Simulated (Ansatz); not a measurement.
# Calculations on BH4SOCl

### Relaxation

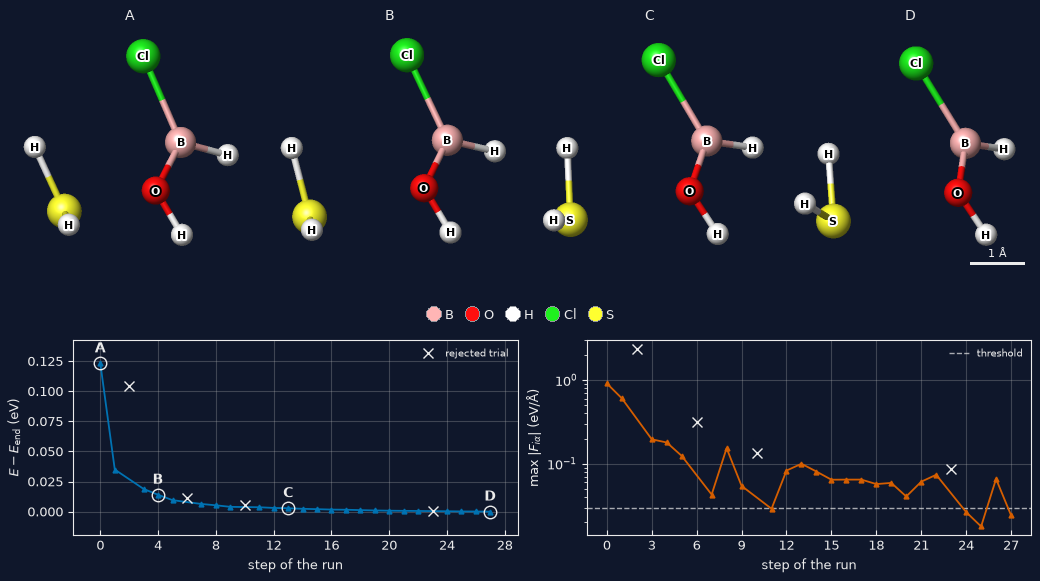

Frames of a relaxation of BH$_{4}$SOCl, marked on the history of the run. A ball-and-stick model, seen at a tilt.

The run prepares an end point of a later path (reaction) calculation, from a guessed geometry.

These are results of RKS B3LYP-D4/6-31G* (Ansatz 0.2.0), not measurements.

Input file:
```yaml
crystal:
  periodic: [false, false, false]
  atoms:
    - { symbol: B, position_ang: [-0.010087, -0.231478, 0.112821] }
    - { symbol: O, position_ang: [-0.157815, -0.560549, 1.446369] }
    - { symbol: H, position_ang: [-1.088745, -0.492021, 1.713082] }
    - { symbol: Cl, position_ang: [1.605675, -0.417479, -0.582633] }
    - { symbol: H, position_ang: [-0.919928, 0.082711, -0.583517] }
    - { symbol: S, position_ang: [0.420163, 2.609914, 1.270376] }
    - { symbol: H, position_ang: [1.675266, 2.321018, 0.868988] }
    - { symbol: H, position_ang: [0.380971, 1.495684, 2.080414] }
basis:
  gaussian: { orbitals: "6-31G*" }
hamiltonian:
  xc: b3lyp
  dispersion: d4
relax:
  f_tol: 0.03
  max_steps: 50
```

Command:
```bash
ansatz run input.yaml --threads 1 --pin off --max-ram 2048MiB --backend cpu --events-out ev --progress --plain --runs-dir out
```

**What happens along the run?**

Over 23 accepted moves (27 points after the start) the energy falls by 0.123 eV. The largest force component goes from 0.91 to 0.024 eV/Å. The line search rejected the trial steps at points 2, 6, 10, 23 of the run. The forces were under the threshold at step 11, but the run went on from there. H8 moves most after the best rigid fit: 0.92 Å. By element the largest moves are H 0.92 Å, O 0.45 Å, Cl 0.33 Å, S 0.30 Å, B 0.16 Å. Among the contacts that change: B1–O2 1.381 → 1.348 Å, S6–H8 1.378 → 1.349 Å, B1–Cl4 1.769 → 1.777 Å. From step 0 to 4: H8 moves most (0.36 Å), energy −0.109 eV. From step 4 to 13: H8 moves most (0.38 Å), energy −0.011 eV. From step 13 to 27: H8 moves most (0.34 Å), energy −0.003 eV.

| step | E − E(0), eV | largest force component, eV/Å | note |
| --- | --- | --- | --- |
| 0 | 0.0000 | 0.9135 |  |
| 1 | -0.0881 | 0.6066 |  |
| 2 | -0.0189 | 2.3820 | rejected |
| 3 | -0.1043 | 0.1963 |  |
| 4 | -0.1091 | 0.1798 |  |
| 5 | -0.1136 | 0.1244 |  |
| 6 | -0.1118 | 0.3188 | rejected |
| 7 | -0.1167 | 0.0429 |  |
| 8 | -0.1178 | 0.1536 |  |
| 9 | -0.1191 | 0.0544 |  |
| 10 | -0.1179 | 0.1337 | rejected |
| 11 | -0.1194 | 0.0290 |  |
| 12 | -0.1200 | 0.0830 |  |
| 13 | -0.1203 | 0.1001 |  |
| 14 | -0.1207 | 0.0808 |  |
| 15 | -0.1210 | 0.0645 |  |
| 16 | -0.1214 | 0.0647 |  |
| 17 | -0.1215 | 0.0647 |  |
| 18 | -0.1218 | 0.0572 |  |
| 19 | -0.1221 | 0.0591 |  |
| 20 | -0.1223 | 0.0406 |  |
| 21 | -0.1224 | 0.0611 |  |
| 22 | -0.1225 | 0.0739 |  |
| 23 | -0.1224 | 0.0861 | rejected |
| 24 | -0.1228 | 0.0265 |  |
| 25 | -0.1229 | 0.0178 |  |
| 26 | -0.1230 | 0.0659 |  |
| 27 | -0.1231 | 0.0243 |  |

Limits of the set-up: the start holds two separate molecules, 2.2 Å apart at their closest, whose relative position is a soft coordinate.

### Relaxation

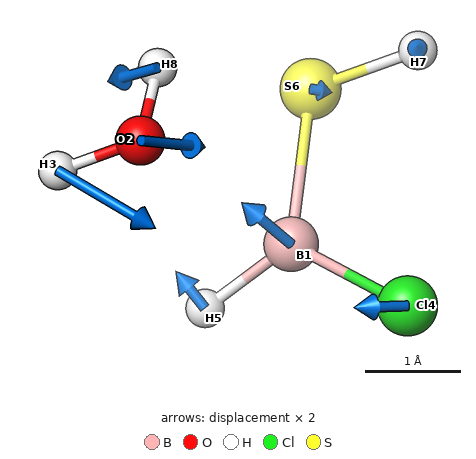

A relaxation of BH$_{4}$SOCl. The starting structure is drawn; blue arrows show the displacements, magnified 2 times. The two geometries are superimposed by the best rigid fit.

Style: ball-and-stick. Shown at a tilt.

The run prepares an end point of a later path (reaction) calculation, from a guessed geometry.

Method: RKS B3LYP-D4/6-31G* (Ansatz).

Input file:
```yaml
crystal:
  periodic: [false, false, false]
  atoms:
    - { symbol: B, position_ang: [0.243185, 0.606272, -0.221264] }
    - { symbol: O, position_ang: [-0.125443, -0.395415, 2.155013] }
    - { symbol: H, position_ang: [-1.08006, -0.569305, 2.156609] }
    - { symbol: Cl, position_ang: [1.641713, -0.332732, -0.720361] }
    - { symbol: H, position_ang: [-0.851424, 0.253916, -0.509545] }
    - { symbol: S, position_ang: [0.396633, 2.320593, 0.493664] }
    - { symbol: H, position_ang: [1.741763, 2.35691, 0.608803] }
    - { symbol: H, position_ang: [-0.060866, 0.56756, 2.362982] }
basis:
  gaussian: { orbitals: "6-31G*" }
hamiltonian:
  xc: b3lyp
  dispersion: d4
relax:
  f_tol: 0.03
  max_steps: 50
```

Launched with:
```bash
ansatz run input.yaml --threads 1 --pin off --max-ram 2048MiB --backend cpu --events-out ev --progress --plain --runs-dir out
```

What happened in the run?

Over 20 accepted moves (25 points after the start) the energy falls by 15.9 kJ/mol. The largest force component goes from 0.73 to 0.011 eV/Å. The line search rejected the trial steps at points 1, 12, 14, 19, 22 of the run. The forces were under the threshold at step 11, but the run went on from there. H3 moves most after the best rigid fit: 0.66 Å. Largest moves by element: H 0.66 Å, O 0.52 Å, B 0.39 Å, Cl 0.33 Å, S 0.13 Å. Near-neighbour distances that change, for instance: B1–O2 2.605 → 1.748 Å, B1–Cl4 1.757 → 1.820 Å, O2–H8 0.987 → 0.977 Å, B1–H5 1.186 → 1.195 Å. Among the angles between lasting bonds that change: Cl4–B1–H5 120.5° → 115.0°, H3–O2–H8 103.8° → 108.3°, H5–B1–S6 116.3° → 111.8°. Cost: 94 s on 1 thread of Arm Neoverse V1, on a shared host, peak memory 0.14 GiB.

Limits of the set-up: the start holds two separate molecules, 2.6 Å apart at their closest, whose relative position is a soft coordinate.

### Path

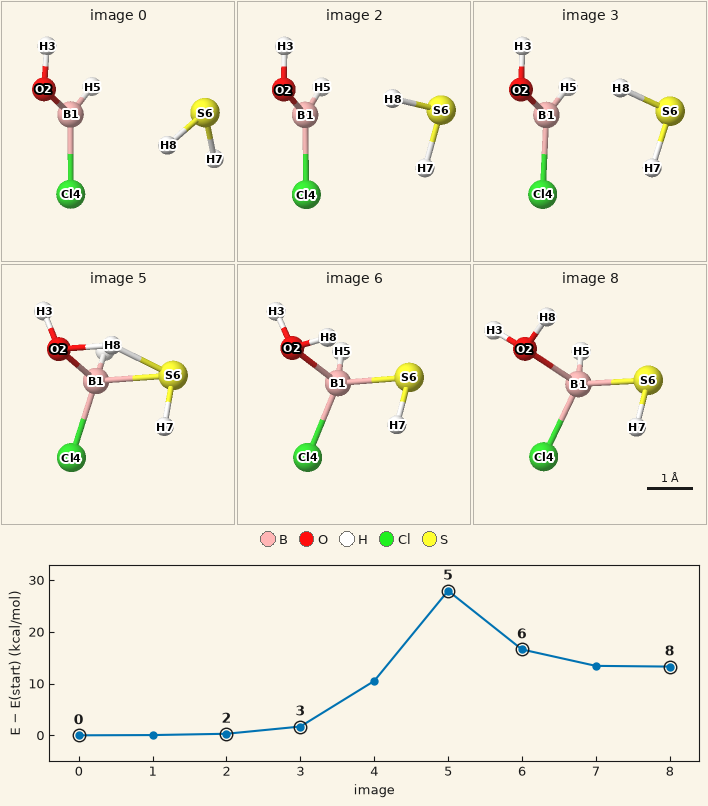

A nudged-elastic-band calculation for BH₄SOCl, made up at the start of BH₂OCl and H2S. Images are numbered from 0 (start) to 8 (end). A ball-and-stick model, seen from a free direction.

Theory: RKS B3LYP-D4/6-31G* (Ansatz). Set-up: 7 movable images; climbing image; force threshold 0.05 eV/Å; iteration limit 60; starting path through a guess of the saddle point.

> Read off the barrier and say what moves.

The energy climbs by 27.9 kcal/mol to image 5 and then falls by 14.7 kcal/mol, so the end point sits at +13.3 kcal/mol. Breaking: S6–H8 (1.35 → 1.59 at the top → 2.69 Å). Forming: B1–S6 (3.39 → 2.08 at the top → 1.87 Å), O2–H8 (3.28 → 1.31 at the top → 0.98 Å). The band converged in 20 iterations. The largest component of the band force went from 44 to 0.017 eV/Å. The climbing image converged on the top of the path. Its vibrational analysis gives one imaginary mode (1262i cm⁻¹), as a transition state must have.

Limits of the set-up: the start holds two separate molecules, 3.3 Å apart at their closest, whose relative position is a soft coordinate.
